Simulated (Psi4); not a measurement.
# One shape, several levels: SO3 (sulfur trioxide)

Aim: a comparison of 3 runs (HF/def2-SVP, PBE0/def2-SVP, HSE06/aug-cc-pVDZ-DK) of SO3 (sulfur trioxide). 

The calculation is run with Psi4 1.11.

5 further runs of the same task are left out: 2 that didn't finish, 3 set aside as unsound or not needed.

### Step 1. Starting point

SO3 has 4 atoms, charge 0, and is taken as a singlet. As SMILES, `O=S(=O)=O`. The coordinates come from a GFN2-xTB relaxation.

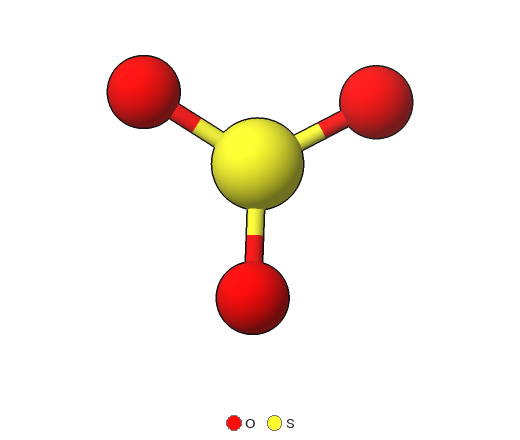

Viewed from a chosen angle; oxygen red, sulfur yellow.

### Step 2. A single-point energy at HF/def2-SVP (run 1)

The input, job.json:

```json
{
  "schema_name": "qcschema_input",
  "schema_version": 1,
  "molecule": {
    "schema_name": "qcschema_molecule",
    "schema_version": 2,
    "symbols": ["O", "S", "O", "O"],
    "geometry": [-2.1169279, -1.29211913, 1.01327115, 9.449e-05, -0.00028346, -0.0007181, 2.47106257, -0.6189042, 0.83208421, -0.35422916, 1.9113068, -1.84465616],
    "molecular_charge": 0,
    "molecular_multiplicity": 1,
    "fix_symmetry": "c1",
    "fix_com": true,
    "fix_orientation": true
  },
  "driver": "energy",
  "model": {
    "method": "hf",
    "basis": "def2-SVP"
  },
  "keywords": {
    "puream": true,
    "e_convergence": 1e-09,
    "d_convergence": 1e-08,
    "scf_type": "pk",
    "scf_properties": ["MULLIKEN_CHARGES", "QUADRUPOLE", "MAYER_INDICES"]
  }
}
```

Launch:

```bash
psi4 --qcschema job.json -n 1 --memory 1600MB
```

stdout:

```text
[...]
  Running in c1 symmetry.
[...]
  Nuclear repulsion =  184.674443427764714
[...]
  Multiplicity = 1
[...]
  Nalpha       = 20
  Nbeta        = 20
[...]
    Number of basis functions: 60
[...]
   @RHF iter   1:  -621.46288158075174    3.48902e-01   1.21299e-02 ADIIS/DIIS
[...]
   @RHF iter  11:  -621.67344114089622    0.00000e+00   2.64196e-09 DIIS
[...]
    Orbital Energies [Eh]
    ---------------------
    Doubly Occupied:
       1A    -92.265630     2A    -20.645777     3A    -20.645719
       4A    -20.645620     5A     -9.271954     6A     -6.963330
       7A     -6.961428     8A     -6.961423     9A     -1.587530
      10A     -1.431371    11A     -1.431253    12A     -0.859905
      13A     -0.758330    14A     -0.749777    15A     -0.749734
      16A     -0.620727    17A     -0.620704    18A     -0.571849
      19A     -0.571770    20A     -0.535604
[...]
  @RHF Final Energy:  -621.67344114089622
   => Energetics <=
    Nuclear Repulsion Energy =            184.6744434277647144
    One-Electron Energy =               -1222.9969000918572419
    Two-Electron Energy =                 416.6490155231962262
    Total Energy =                       -621.6734411408962160
[...]
 Multipole Moments:
 ------------------------------------------------------------------------------------
     Multipole            Electronic (a.u.)      Nuclear  (a.u.)        Total (a.u.)
 ------------------------------------------------------------------------------------
 L = 1.  Multiply by 2.5417464519 to convert [e a0] to [Debye]
 Dipole X            :         -0.0007677            0.0007559           -0.0000118
 Dipole Y            :          0.0019710           -0.0022676           -0.0002966
 Dipole Z            :          0.0044446           -0.0058960           -0.0014514
 Magnitude           :                                                    0.0014814
 L = 2.  Multiply by 1.3450342976 to convert [e a0^2] to [Debye ang]
 Quadrupole XX       :       -110.0067598           85.7040982          -24.3026616
 Quadrupole XY       :         -4.5329066            4.2314510           -0.3014555
[...]
  Mulliken Charges: (a.u.)
   Center  Symbol    Alpha    Beta     Spin     Total
       1     O     4.25089  4.25089  0.00000 -0.50178
       2     S     7.24720  7.24720  0.00000  1.50560
       3     O     4.25099  4.25099  0.00000 -0.50199
       4     O     4.25092  4.25092  0.00000 -0.50183
   Total alpha = 20.00000, Total beta = 20.00000, Total charge = -0.00000
  Mayer Bond Indices:
[...]
```

The result, in JSON:

```text
{
 "driver": "energy",
 "model": {
  "method": "hf",
  "basis": "def2-SVP"
 },
 "success": true,
 "return_result": -621.6734411408962,
 "properties": {
  "calcinfo_nbasis": 60,
  "calcinfo_nmo": 60,
  "calcinfo_nalpha": 20,
  "calcinfo_nbeta": 20,
  "calcinfo_natom": 4,
  "nuclear_repulsion_energy": 184.67444342776471,
  "return_energy": -621.6734411408962,
  "scf_one_electron_energy": -1222.9969000918572,
  "scf_two_electron_energy": 416.6490155231962,
  "scf_dipole_moment": [-1.1789026073322217e-05, -0.0002965591610455398, -0.0014513737064290044],
  "scf_total_energy": -621.6734411408962,
  "scf_iterations": 11
 }
}
```

It took 4.2 s on 1 thread of Intel Xeon Platinum 8259CL at 2.50GHz (Skylake/Cascade Lake), shared host; peak memory 0.21 GiB.

### Step 3. A single-point energy at PBE0/def2-SVP (run 2)

The input, o3s.json:

```json
{
  "schema_name": "qcschema_input",
  "schema_version": 1,
  "molecule": {
    "schema_name": "qcschema_molecule",
    "schema_version": 2,
    "symbols": ["O", "S", "O", "O"],
    "geometry": [-2.1169279, -1.29211913, 1.01327115, 9.449e-05, -0.00028346, -0.0007181, 2.47106257, -0.6189042, 0.83208421, -0.35422916, 1.9113068, -1.84465616],
    "molecular_charge": 0,
    "molecular_multiplicity": 1,
    "fix_symmetry": "c1",
    "fix_com": true,
    "fix_orientation": true
  },
  "driver": "energy",
  "model": {
    "method": "pbe0",
    "basis": "def2-SVP"
  },
  "keywords": {
    "puream": true,
    "e_convergence": 1e-09,
    "d_convergence": 1e-08,
    "scf_type": "pk",
    "dft_radial_points": 99,
    "dft_spherical_points": 590,
    "scf_properties": ["WIBERG_LOWDIN_INDICES", "MAYER_INDICES", "MULLIKEN_CHARGES"]
  }
}
```

Launch:

```bash
psi4 --qcschema o3s.json -n 1 --memory 1600MB
```

stdout:

```text
[...]
  Running in c1 symmetry.
[...]
  Nuclear repulsion =  184.674443427764714
[...]
  Multiplicity = 1
[...]
  Nalpha       = 20
  Nbeta        = 20
[...]
    Number of basis functions: 60
[...]
   @RKS iter   1:  -622.79616956590735    6.53566e-01   1.46602e-02 DIIS/ADIIS
[...]
   @RKS iter  11:  -623.08744432284686   -3.41061e-13   7.97710e-10 DIIS
[...]
    Orbital Energies [Eh]
    ---------------------
    Doubly Occupied:
       1A    -89.289105     2A    -19.286426     3A    -19.286375
       4A    -19.286281     5A     -8.266740     6A     -6.208636
       7A     -6.206448     8A     -6.206445     9A     -1.254267
      10A     -1.112361    11A     -1.112260    12A     -0.639941
      13A     -0.584273    14A     -0.550667    15A     -0.550635
      16A     -0.441004    17A     -0.440957    18A     -0.415520
      19A     -0.415452    20A     -0.360127
[...]
  @RKS Final Energy:  -623.08744432284686
   => Energetics <=
    Nuclear Repulsion Energy =            184.6744434277647144
    One-Electron Energy =               -1224.1861791675535187
    Two-Electron Energy =                 455.1675034141002811
    DFT Exchange-Correlation Energy =     -38.7432119971583688
    Empirical Dispersion Energy =           0.0000000000000000
    VV10 Nonlocal Energy =                  0.0000000000000000
    Total Energy =                       -623.0874443228467499
[...]
 Multipole Moments:
 ------------------------------------------------------------------------------------
     Multipole            Electronic (a.u.)      Nuclear  (a.u.)        Total (a.u.)
 ------------------------------------------------------------------------------------
 L = 1.  Multiply by 2.5417464519 to convert [e a0] to [Debye]
 Dipole X            :         -0.0007774            0.0007559           -0.0000215
 Dipole Y            :          0.0021107           -0.0022676           -0.0001569
 Dipole Z            :          0.0047994           -0.0058960           -0.0010966
 Magnitude           :                                                    0.0011079
[...]
  Mulliken Charges: (a.u.)
   Center  Symbol    Alpha    Beta     Spin     Total
       1     O     4.18301  4.18301  0.00000 -0.36603
       2     S     7.45085  7.45085  0.00000  1.09831
       3     O     4.18311  4.18311  0.00000 -0.36622
       4     O     4.18303  4.18303  0.00000 -0.36606
   Total alpha = 20.00000, Total beta = 20.00000, Total charge = -0.00000
  Mayer Bond Indices:
[...]
```

The result, in JSON:

```text
{
 "driver": "energy",
 "model": {
  "method": "pbe0",
  "basis": "def2-SVP"
 },
 "success": true,
 "return_result": -623.0874443228469,
 "properties": {
  "calcinfo_nbasis": 60,
  "calcinfo_nmo": 60,
  "calcinfo_nalpha": 20,
  "calcinfo_nbeta": 20,
  "calcinfo_natom": 4,
  "nuclear_repulsion_energy": 184.67444342776471,
  "return_energy": -623.0874443228469,
  "scf_one_electron_energy": -1224.1861791675535,
  "scf_two_electron_energy": 455.1675034141003,
  "scf_xc_energy": -38.74321199715837,
  "scf_dipole_moment": [-2.1455580382578887e-05, -0.00015690523214284546, -0.0010965600343939563],
  "scf_total_energy": -623.0874443228469,
  "scf_iterations": 11
 }
}
```

Wall time 13 s (1 thread of Intel Xeon Platinum 8259CL at 2.50GHz (Skylake/Cascade Lake), shared host); peak memory 0.57 GiB.

### Step 4. Energy and gradient at HSE06/aug-cc-pVDZ-DK (density fitting with cc-pvqz-jkfit) (run 3)

The input, o3s.xyz:

```xyz
4
O3S
O     -1.120230    -0.683760     0.536200
S      0.000050    -0.000150    -0.000380
O      1.307630    -0.327510     0.440320
O     -0.187450     1.011420    -0.976150
```

The input, run_ase.py:

```python
import numpy as np
from ase.calculators.psi4 import Psi4
from ase.io import read

a = read('o3s.xyz')
calc = Psi4(atoms=a, method='hse06', basis='aug-cc-pVDZ-DK', memory='1600MB', num_threads=1, charge=0, multiplicity=1, label='psi4-calc')
calc.psi4.set_options({'scf_type': 'mem_df', 'df_basis_scf': 'cc-pvqz-jkfit'})
a.calc = calc

forces = a.get_forces()
print(f'energy: {a.get_potential_energy():.6f} eV')
print('forces / eV A^-1')
print(np.round(forces, 5))
```

Launch:

```bash
python run_ase.py
```

psi4-calc.dat:

```text
[...]
  Running in c1 symmetry.
[...]
  Nuclear repulsion =  184.674443422524746
[...]
  Multiplicity = 1
[...]
  Nalpha       = 20
  Nbeta        = 20
[...]
    Number of basis functions: 96
[...]
   @DF-RKS iter   1:  -622.89302794695425    6.65638e-01   9.65476e-03 ADIIS/DIIS
[...]
   @DF-RKS iter  11:  -623.20614037958251   -1.59162e-12   1.18791e-09 DIIS
[...]
    Orbital Energies [Eh]
    ---------------------
    Doubly Occupied:
       1A    -89.125252     2A    -19.285558     3A    -19.285520
       4A    -19.285482     5A     -8.249459     6A     -6.193610
       7A     -6.191992     8A     -6.191989     9A     -1.253782
      10A     -1.117334    11A     -1.117236    12A     -0.646497
      13A     -0.574374    14A     -0.548667    15A     -0.548636
      16A     -0.431942    17A     -0.431892    18A     -0.406958
      19A     -0.406893    20A     -0.353411
[...]
  @DF-RKS Final Energy:  -623.20614037958251
   => Energetics <=
    Nuclear Repulsion Energy =            184.6744434225247460
    One-Electron Energy =               -1224.2070703678127757
    Two-Electron Energy =                 455.8035044773147888
    DFT Exchange-Correlation Energy =     -39.4770179116091953
    Empirical Dispersion Energy =           0.0000000000000000
    VV10 Nonlocal Energy =                  0.0000000000000000
    Total Energy =                       -623.2061403795823935
[...]
 Multipole Moments:
 ------------------------------------------------------------------------------------
     Multipole            Electronic (a.u.)      Nuclear  (a.u.)        Total (a.u.)
 ------------------------------------------------------------------------------------
 L = 1.  Multiply by 2.5417464519 to convert [e a0] to [Debye]
 Dipole X            :         -0.0000609            0.0000007           -0.0000602
 Dipole Y            :         -0.0001155           -0.0000020           -0.0001176
 Dipole Z            :         -0.0009748           -0.0000051           -0.0009798
 Magnitude           :                                                    0.0009887
[...]
  -Total Gradient:
     Atom            X                  Y                   Z
    ------   -----------------  -----------------  -----------------
       1        0.047737459865     0.029153738507    -0.022801669079
       2       -0.000347395461    -0.000034655343    -0.000169935289
       3       -0.055187353164     0.013648562718    -0.018353467662
       4        0.007828915327    -0.042998096945     0.041547002320
[...]
```

On the terminal:

```text
energy: -16958.302859 eV
forces / eV A^-1
[[-2.45476e+00 -1.49915e+00  1.17251e+00]
 [ 1.78600e-02  1.78000e-03  8.74000e-03]
 [ 2.83785e+00 -7.01840e-01  9.43770e-01]
 [-4.02580e-01  2.21105e+00 -2.13643e+00]]
```

Wall time 25 s (1 thread of Intel Xeon Platinum 8259CL at 2.50GHz (Skylake/Cascade Lake), shared host); peak memory 0.61 GiB.

### Step 5. Overview of the runs

```
run                                                      level         integration grid      task  energy (Eh)  dipole moment (D)  HOMO energy (eV)  LUMO energy (eV)  wall time
  1                                                HF/def2-SVP                        –    energy  -621.673441               0.00            -14.57              1.47      4.2 s
  2                                              PBE0/def2-SVP  99 radial × 590 angular    energy  -623.087444               0.00             -9.80             -2.33       13 s
  3  HSE06/aug-cc-pVDZ-DK (density fitting with cc-pvqz-jkfit)  75 radial × 302 angular  gradient  -623.206140               0.00             -9.62             -2.94       25 s
```

### Step 6. Summary of results

| quantity | value |
| --- | --- |
| run 3: total energy | -623.20614 Eh |
| run 3: dipole moment | 0.00 D |
| run 3: HOMO energy | -9.62 eV |
| run 3: LUMO energy | -2.94 eV |
| run 3: HOMO–LUMO gap | 6.68 eV |
| run 3: largest force on an atom | 3.106 eV/Å |

**Reading.** The HOMO–LUMO gap runs from 6.68 eV (HSE06/aug-cc-pVDZ-DK) to 16.04 eV (HF/def2-SVP). The two ends differ in method and basis. Totals of different functionals can't be ranked against each other. In run 3 relativity is left out where basis or elements ask for it. All runs together took 42 s, the longest 25 s.
